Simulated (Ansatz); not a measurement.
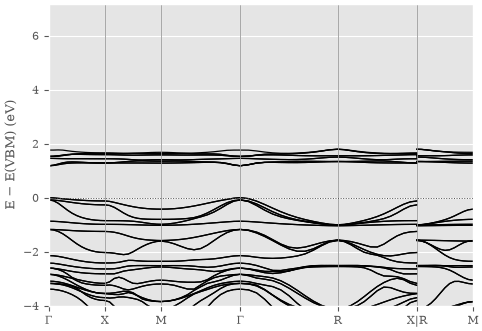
Band structure from DFT-PBEsol with spin–orbit coupling in the program Ansatz with PAW potentials

Q: Read off the gap and where the band edges lie.

A: About 1.2 eV (1.18 eV by a search for the band edges); maximum at Γ, minimum at Γ.

The material is LaLuO₃ (cubic perovskite, space group No. 221).

Space group Pm-3m (cubic perovskite). The cell is a constructed one: a structure type filled with these elements; neither database checked (COD, Materials Project) lists it. Its standing as an ambient phase is unchecked. The PBEsol relaxation kept the symmetry of its start. At this level the phase is dynamically unstable (imaginary phonons).

Potentials: the earlier of the program's two PAW sets. The files were generated under PBE; for other functionals the program regenerates the frozen cores, and for LDA and PBEsol the local potential too.
